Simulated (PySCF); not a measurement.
**C4H5F3SSi (SMILES C#CCS[SiH2]C(F)(F)F): density, localisation and related maps**

Input file:

```
{"job": {"kind": "nmr", "xc": "PBE0", "basis": "pcSseg-1"}, "charge": 0, "multiplicity": 1}
C      2.876242     0.600712    -1.150187
C      2.398104     0.236562    -0.114467
C      1.777142    -0.216371     1.098545
S      0.107990    -0.954911     0.795470
Si    -0.870002     0.731565    -0.029873
C     -2.711216     0.192058    -0.312319
F     -3.045768    -1.018757     0.160844
F     -3.019817     0.183371    -1.624298
F     -3.562498     1.067597     0.259933
H      3.327122     0.922298    -2.041143
H      1.657908     0.600772     1.809746
H      2.358883    -1.019217     1.552080
H     -0.368994     1.113045    -1.342904
H     -0.925773     1.840827     0.916407
```

Launched as:

```sh
OMP_NUM_THREADS=1 python probes_run.py task.json out
```

Geometry: GFN2-xTB.

Theory: PySCF, PBE0/pcSseg-1, SCF density, gas phase, non-relativistic.

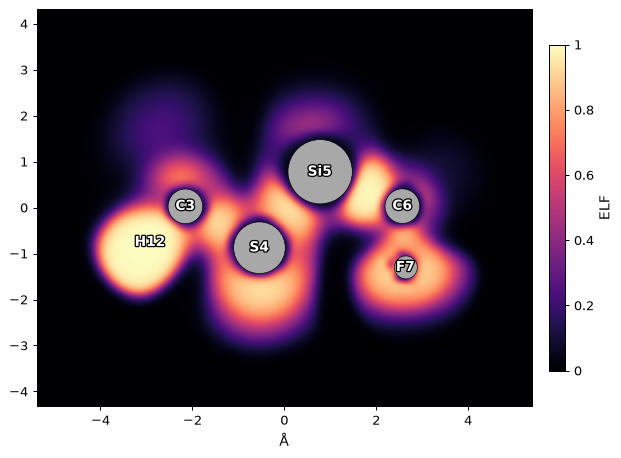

Figure 1. Electron localisation function on the plane of atoms S4, Si5 and C6. Grey discs cover the atomic cores.

> Read the bonding off the picture.

- The section cuts through C, S, Si, F and H sites.
- C–F (1.34 Å): the ELF peaks at about 0.85 between the atoms: a polar covalent bond.
- C–S (1.85 Å): the ELF peaks at about 0.90 between the atoms, as expected for localised, covalent bonding.
- C–Si (1.94 Å): the ELF peaks at about 1 between the atoms, as expected for localised, covalent bonding.
- Si–S (2.12 Å): the ELF peaks at about 0.95 between the atoms: localised, covalent bonding.
- The ELF also peaks beside S4 and F7, away from the bonds: lone-pair regions.

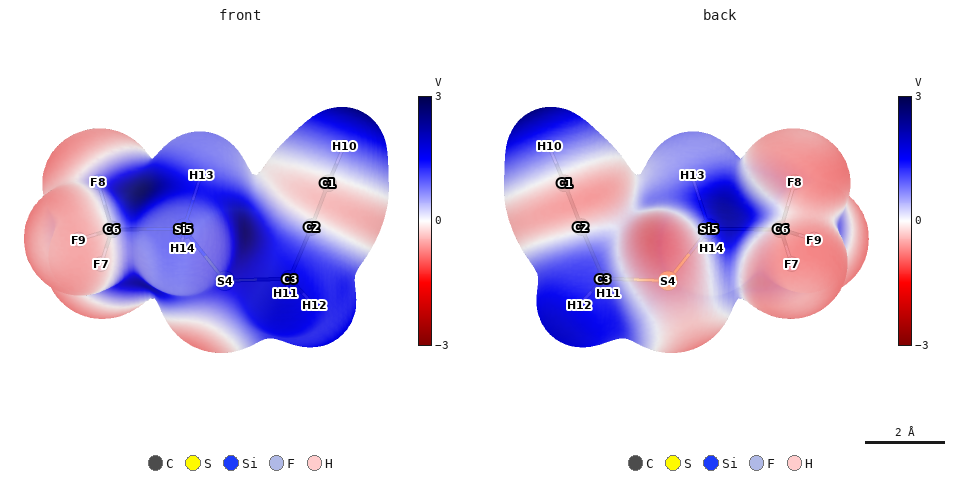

Figure 2. The molecular electrostatic potential painted on the density surface at 0.004 e/bohr³, seen from the front and from behind; red is negative and blue positive.

> Which sites attract a positive test charge, and which a negative one?

A positive charge is drawn to the negative regions and a negative charge to the positive ones. The most negative region (about −0.8 V, or −18 kcal/mol for a unit charge) lies over S4, the most positive (about +2.6 V, or +60 kcal/mol for a unit charge) over Si5.

> How polar is the molecule by this calculation?

Its dipole moment is 3.58 D.
